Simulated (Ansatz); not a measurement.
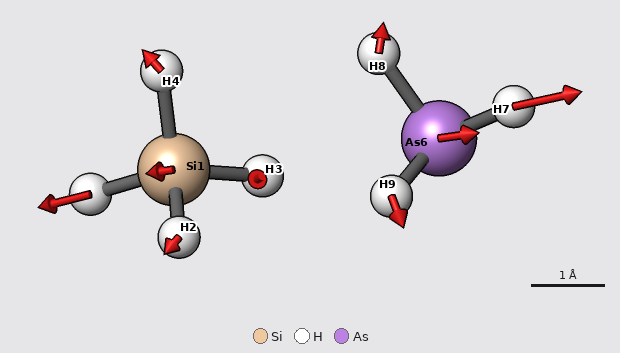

A relaxation of SiAsH7 (coarse preliminary run). The starting structure is drawn; red arrows show the displacements, magnified 10 times. The two geometries are superimposed by the best rigid fit.

A ball-and-stick model, seen at a tilt.

All numbers below come from RKS PBE-D4/def2-SVP (Ansatz). (force threshold 0.03 eV/Å; at most 250 steps)

**Atoms of which element are displaced furthest, and by how much?**

Hydrogen: up to 0.11 Å, against 0.06 Å for arsenic.

**What did the optimiser do to the structure, and how much energy did it gain?**

The atom that moves furthest after the best rigid fit is an H atom (0.11 Å). By element the largest moves are H 0.11 Å, As 0.06 Å, Si 0.05 Å. Some distances before and after: As–H 1.492 → 1.541 Å, H–Si 1.464 → 1.503 Å. Over 3 geometry steps the energy falls by 0.123 eV. The largest force component goes from 1.1 to 0.015 eV/Å.

Limits of the set-up: the start holds two separate molecules, 3.2 Å apart at their closest, whose relative position is a soft coordinate.
